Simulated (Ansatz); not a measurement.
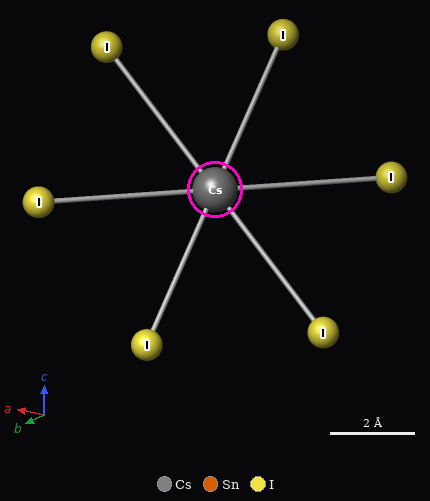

Perfect CsSnI$_{3}$. A ball-and-stick model of the atoms within 4.6 Å of one point, in a slice 4.2 Å thick across the line of sight, seen from a free direction.

Level of theory: DFT, PBEsol, PAW, plane waves (Ansatz). (plane-wave cutoff 420 eV; k-point mesh 1 × 1 × 1; mesh shifted by (0.25, 0.25, 0.25); collinear spin) Fermi-Dirac smearing of 0.01 eV. A uniform background neutralises the charged cell. The axes drawn are those of the host's conventional cell.

A caesium atom is replaced by cobalt at the ringed place, in charge state −1. The supercell has 40 sites, and the atoms are relaxed at the host's cell.

Q: How do the neighbours respond?

A: In the host the Cs atom has ; the Co atom ends with 1 Sn at 2.37 Å, 3 I at 2.47 to 2.53 Å. Of the host's atoms, an iodine atom moves furthest from its site, by 1.31 Å. The Co atom itself moves 3.69 Å from where it was put. The cell's net moment is 1.00 μB.

The relaxed defect, seen from the same direction:

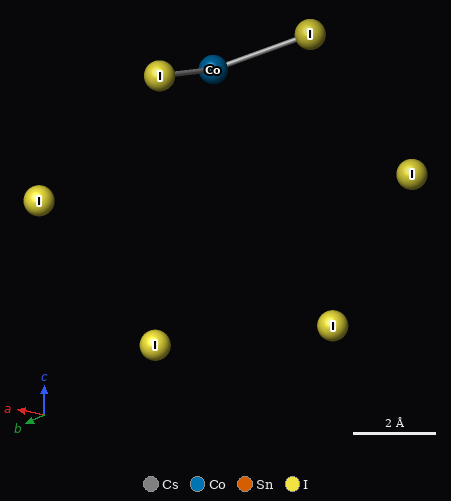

Limits of the set-up: the cell is charged, on a uniform background, and energies carry no finite-size correction.
